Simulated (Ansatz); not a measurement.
# BH$_{3}$O$_{3}$···SiH$_{4}$: what the fields show

Input file:

```
crystal:
  periodic: [false, false, false]
  atoms:
    - { symbol: B, position_ang: [-0.409318, -1.287186, 0.050131] }
    - { symbol: Si, position_ang: [0.570924, 1.817464, -0.04135] }
    - { symbol: O, position_ang: [-1.666321, -0.774813, 0.244917] }
    - { symbol: O, position_ang: [0.426767, -1.548342, 1.104756] }
    - { symbol: H, position_ang: [0.53771, 0.625987, -0.87286] }
    - { symbol: O, position_ang: [0.043006, -1.560392, -1.28719] }
    - { symbol: H, position_ang: [-0.472066, 2.796028, -0.507356] }
    - { symbol: H, position_ang: [0.331614, 1.486349, 1.40228] }
    - { symbol: H, position_ang: [1.927386, 2.458511, -0.166597] }
    - { symbol: H, position_ang: [-1.872959, -0.697963, 1.193115] }
    - { symbol: H, position_ang: [1.265559, -1.93272, 0.793223] }
    - { symbol: H, position_ang: [-0.682302, -1.382922, -1.912968] }
basis:
  gaussian: { orbitals: def2-SVP }
hamiltonian:
  xc: pbe
  dispersion: d4
relax:
  f_tol: 0.03
  max_steps: 50
output:
  orbitals: {}
```

Command:

```sh
ansatz run input.yaml --threads 2 --pin off --max-ram 3072MiB --backend cpu --events-out ev --progress --plain --runs-dir out
```

The fields are those of the run's last geometry, not of the input's.

Method: RKS PBE-D4/def2-SVP in Ansatz.

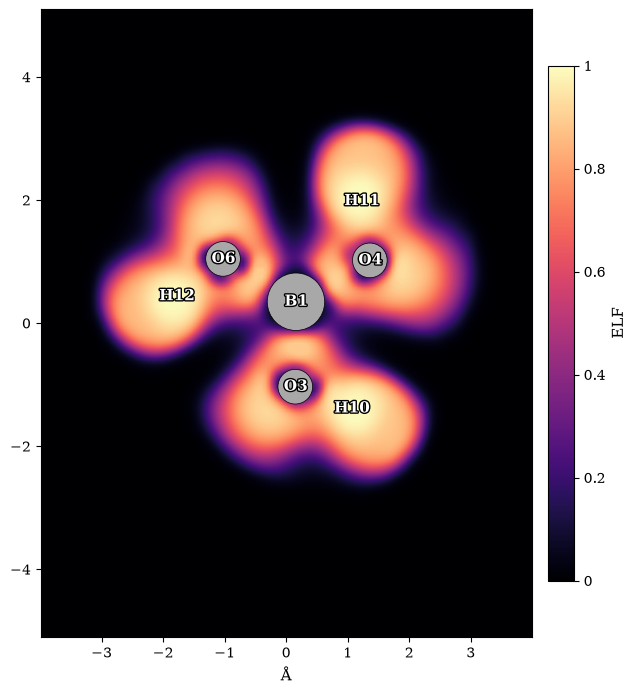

Figure 1. Electron localisation function on the plane of atoms O4, B1 and O6. Grey discs cover the atomic cores.

Q: Interpret the plot.

A: The plane passes through B, O and H nuclei. B–O (1.37 Å): the ELF peaks at about 0.90 between the atoms; a polar covalent bond. O–H (0.97 Å): the ELF climbs to about 1 towards the hydrogen, as it does in any bond to H; an ordinary covalent bond to hydrogen. The ELF also peaks beside O3, O4 and O6, away from the bonds: lone-pair regions.

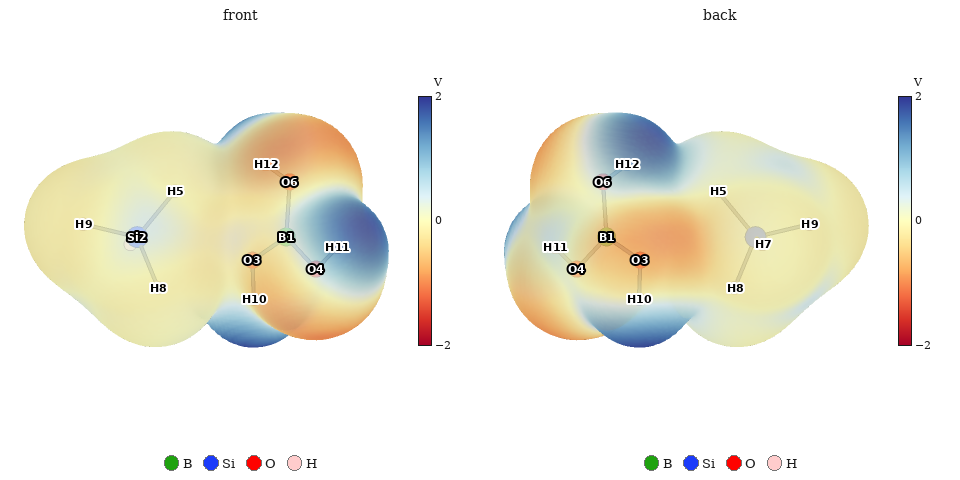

Figure 2. The electrostatic potential painted on the density surface at 0.001 e/bohr³, seen from the front and from behind; red is negative and blue positive.

Q: Where is the surface potential most negative and most positive?

A: The most negative region (about −1.0 V) lies over O3, O4 and O6, the most positive (about +1.8 V) over H10, H11 and H12.
